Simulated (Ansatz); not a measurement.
**Profile along the S–Pb line in PbS (rock salt)**

PbS (rock salt)

```yaml
crystal:
  lattice:
    - [0.00000, 3.00452, 3.00452]
    - [3.00452, 0.00000, 3.00452]
    - [3.00452, 3.00452, 0.00000]
  atoms:
    - { symbol: S, position: [0.00000, 0.00000, 0.00000] }
    - { symbol: Pb, position: [0.50000, 0.50000, 0.50000] }
```

Fields along a shortest S–Pb line of a {100} plane (3.00 Å), from S to Pb, interpolated on the slice's grid (step about 0.2 Å). These are PBE (plane waves to 420 eV, PAW, scalar-relativistic; Ansatz, an electronic-structure program) values and carry that method's errors. k mesh 10×10×10. Inside the PAW spheres the values are not all-electron values, and peaks at nuclei hang on which shells count as valence. PbS was relaxed with its symmetry unable to fall. Spin-orbit coupling is left out, though Pb is heavy. The PAW data are Ansatz's earlier set.

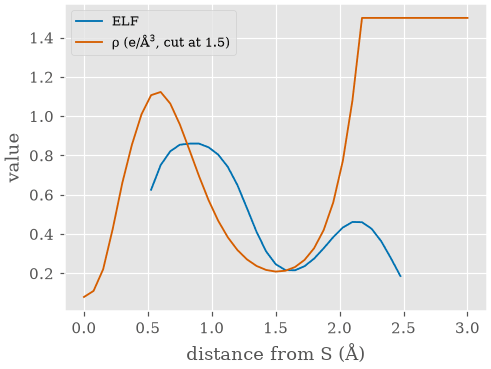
Fig. 1. ELF (away from the nuclei) and valence density from S to Pb.

Density on the S–Pb line (3.00 Å) at its midpoint: 0.21 e/Å³. ELF at that point: 0.25. Element round which the density of the highest valence band (whole band, smooth part) is largest on this plane: S.
